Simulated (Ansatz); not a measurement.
Input file:

```
crystal:
  periodic: [false, false, false]
  atoms:
    - { symbol: Sn, position_ang: [0.0, 0.0, 0.0] }
    - { symbol: Cl, position_ang: [1.5152, 0.0, 2.1251] }
    - { symbol: H, position_ang: [1.9164, 0.0, 0.3021] }
    - { symbol: Cl, position_ang: [-1.1351, 1.9666, -0.8025] }
    - { symbol: Cl, position_ang: [-1.1351, -1.9666, -0.8025] }
basis:
  gaussian: { orbitals: def2-SVP }
hamiltonian:
  xc: hf
relax:
  f_tol: 0.15
  max_steps: 25
  restrain:
    - { distance: [1, 2], at: 2.57, k: 30.0 }
    - { distance: [0, 1], at: 2.41, k: 30.0 }
    - { distance: [0, 2], at: 1.74, k: 30.0 }
output:
  orbitals: {}
```

Command:

```sh
ansatz run input.yaml --threads 1 --pin off --max-ram 2048MiB --backend cpu --events-out ev --progress --plain --runs-dir out
```

The fields are those of the run's last geometry, not of the input's.

Core potentials replace the inner electrons of Sn; not at a stationary point (largest force 1.7 eV/Å).

The calculation used RHF/def2-SVP in Ansatz.

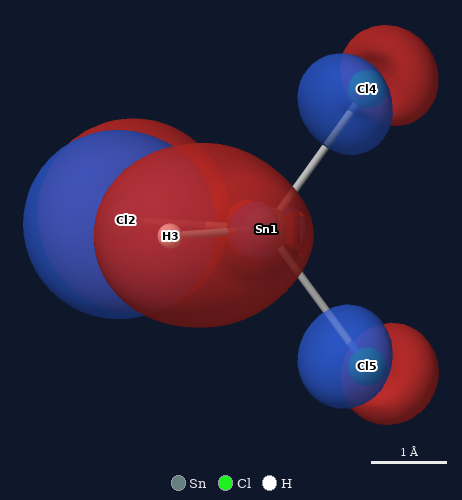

Cl₃HSn. The HOMO at ±0.08 Å⁻³ᐟ² (red and blue are the two phases), seen across its widest extent.

> Where does this orbital lie, and at what energy?

By Hirshfeld shares it lies mainly on Cl2 (about 60 %), H3 (about 15 %) and Sn1 (about 15 %). Its energy is −11.76 eV.
